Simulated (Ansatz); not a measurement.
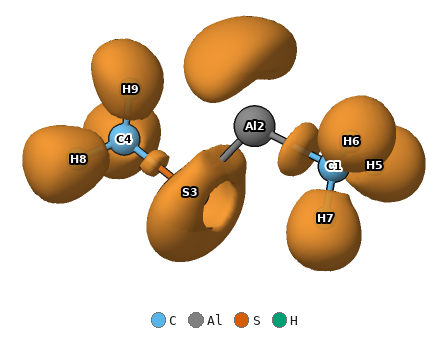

*C₂H₆AlS (SMILES [CH3][Al][S]C) (doublet). Isosurface of the ELF at 0.85 (orange), seen at a tilt. Only the valence region is drawn (cores and ρ < 0.01 e/Å³ removed).*

Geometry: PBE0-D4/def2-TZVP.

These are results of UKS PBE0-D4/def2-TZVPP (Ansatz 0.2.0), not measurements.

```xyz
10

C     2.1326   -1.2665    0.3967
Al    0.8158    0.1931    0.3852
S    -1.1360   -0.2930   -0.4811
C    -2.0749    1.2631   -0.3751
H     2.6901   -1.2637   -0.5456
H     2.8532   -1.1700    1.2112
H     1.6248   -2.2312    0.4867
H    -2.9803    1.0863    0.2044
H    -1.4935    2.0518    0.1019
H    -2.3486    1.5788   -1.3811
```

What do the ELF domains correspond to?

Answer. The ELF exceeds this value in one region between bonded Al–C atoms (shared pairs), one region between bonded C–S atoms (shared pairs), six regions around hydrogen nuclei, one region on S in which the atom's valence shell and bonds are merged and one lobe on Al, pointing away from the bonds (non-bonding electrons). Along the contacts the grid gives the following. C–S (1.82 Å): the ELF peaks at about 0.90 between the atoms, as expected for a shared electron pair. C–Al (1.97 Å): the ELF peaks at about 0.95 between the atoms, as expected for a polar covalent bond.
